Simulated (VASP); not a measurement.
Band structure of Li2HfN2 (space group P-3m1). Calculation: r2SCAN meta-GGA, VASP's PBE PAW potentials (set 64) (plane waves; VASP).

Unless said otherwise, spin-orbit coupling is left out, though it shifts the bands of the heavy elements here.

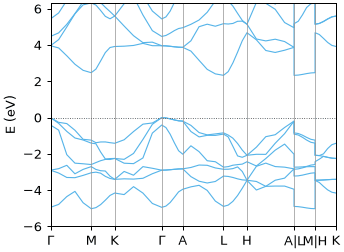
Bands along high-symmetry lines, zero at the valence-band maximum or, without a gap, the Fermi level

Question: Read the plot: is there a gap, and where are the band edges?

Answer: The gap is indirect, 2.33 eV, from the valence maximum at Γ to the conduction minimum at L.

The structure comes from a computed database's Li2HfN2 entry (P-3m1); how it stands against other phases isn't given here. It was relaxed first.
